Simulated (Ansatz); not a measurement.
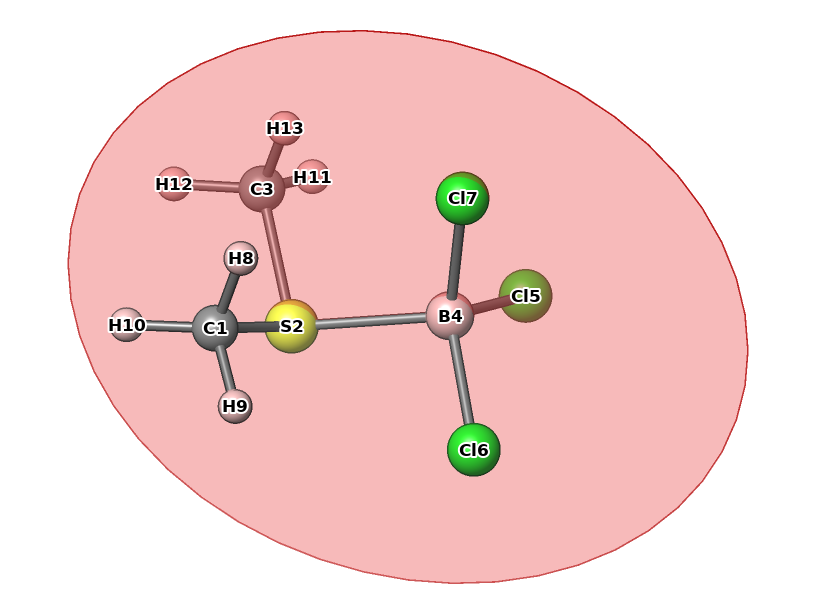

A disc through the centre of mass is drawn in. Atoms fade into the background with distance from the viewer. The computed structure is the end point of a PBE0-D4/def2-TZVP optimisation.

Is the plane of the disc a mirror plane of the structure?

Answer. Yes. The reflection leaves S2, B4, Cl7 in place and moves C1 ↔ C3; Cl5 ↔ Cl6; H8 ↔ H13; H9 ↔ H11; H10 ↔ H12. The point group is Cs.
